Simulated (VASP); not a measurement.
Band structure of Al (fcc). Level of theory: SCAN meta-GGA, VASP's PBE PAW potentials (set 64) (plane waves; VASP).

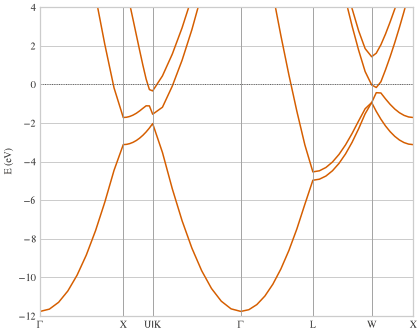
Figure: Bands along high-symmetry lines, zero at the valence-band maximum or, without a gap, the Fermi level

Task: Read the plot: is there a gap, and where are the band edges?

Result: It has no gap at this level: it comes out as a metal or semimetal.

The compound is Al in the fcc structure. It was relaxed first.
